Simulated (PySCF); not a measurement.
# C5H3F3: the cost of one run

The runs use PySCF 2.14.0, with density-fitted response routines of our own; the level of theory stands in each step. All values are computed, except where a source is named. Atoms count from 0, in the outputs and in this text.

## 1. The molecule as given

11 atoms, charge 0, multiplicity 1; geometry from: GFN2-xTB. The atoms were then displaced at random by about 0.01 Å, so the start is not that level's minimum.

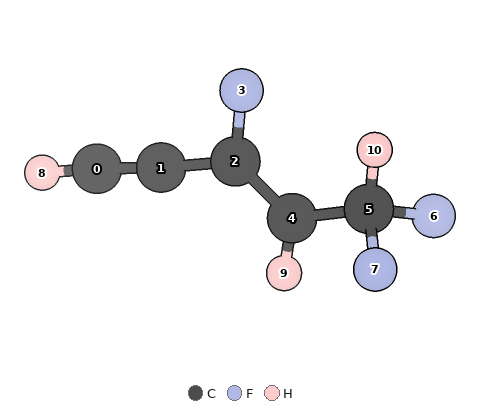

The starting geometry (carbon dark grey, fluorine light blue, hydrogen pink), atoms numbered.

## 2. Geometry optimisation at PBE0-D3(BJ)/def2-SVP

Job settings and geometry (Å):

```
{"job": {"xc": "PBE0", "basis": "def2-SVP", "d3": "d3bj", "grid": 1, "shake": 0.01, "kind": "geom"}, "charge": 0, "multiplicity": 1}
C      3.090890     0.112060     0.261990
C      1.884800     0.091980     0.473320
C      0.496360     0.050880     0.794100
F      0.283640     0.125270     2.117130
C     -0.474030    -0.055050    -0.096240
C     -1.919360    -0.086550     0.293120
F     -2.487170    -1.231330    -0.166160
F     -2.577690     0.935510    -0.295940
H      4.093590     0.176250     0.052640
H     -0.252330    -0.105760    -1.128810
H     -2.100590    -0.039090     1.388770
```

The run is started by

```bash
OMP_NUM_THREADS=1 python probes_run.py task.json out
```

One launch serves the whole session: the jobs run in the order shown.

Q: Estimate the wall time and peak memory of this first job on 1 thread of Arm Neoverse V1, shared host.

About 57 s, with a peak of 0.52 GiB.
